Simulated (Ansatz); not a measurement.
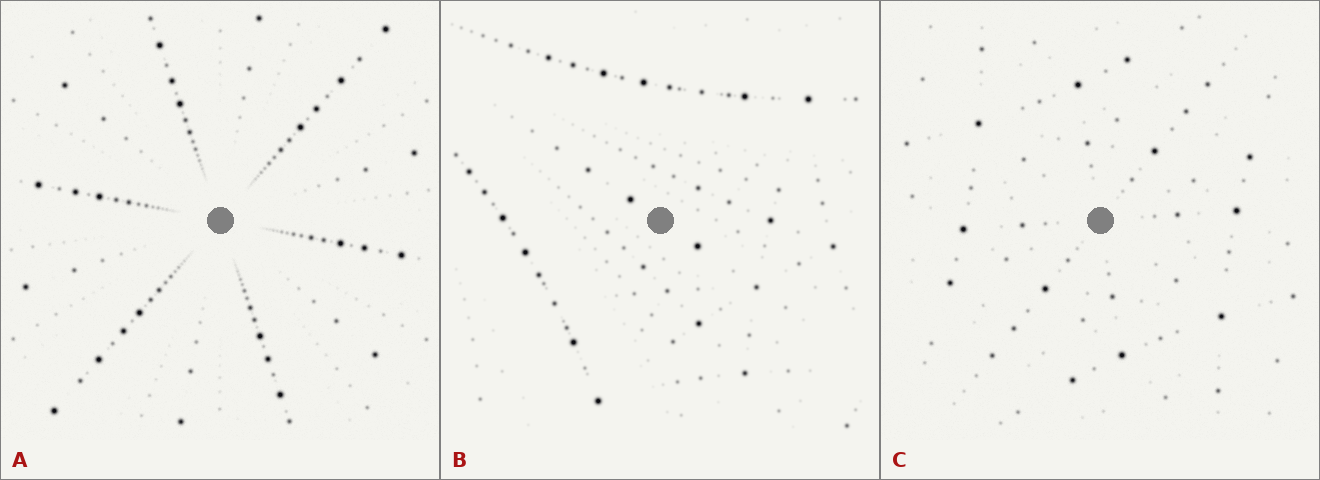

Simulated back-reflection Laue patterns (white X-rays, 0.45 to 2.2 Å, flat plate covering ±45° about the beam, kinematic intensities, seen from the source). Crystal: Ti, space group P6_3/mmc (No. 194), a = 2.93 Å, c = 4.62 Å (hexagonal axes). Structure: the input geometry of an electronic-structure calculation (not necessarily at equilibrium).

The directions [001], [100], [101] point towards the source, in some order. Which is which?

A: [001], symmetry 6mm (a sixfold axis with mirror lines). B: [101], symmetry m (one mirror line). C: [100], symmetry 2mm (a twofold axis with two mirror lines). The Laue class is 6/mmm.
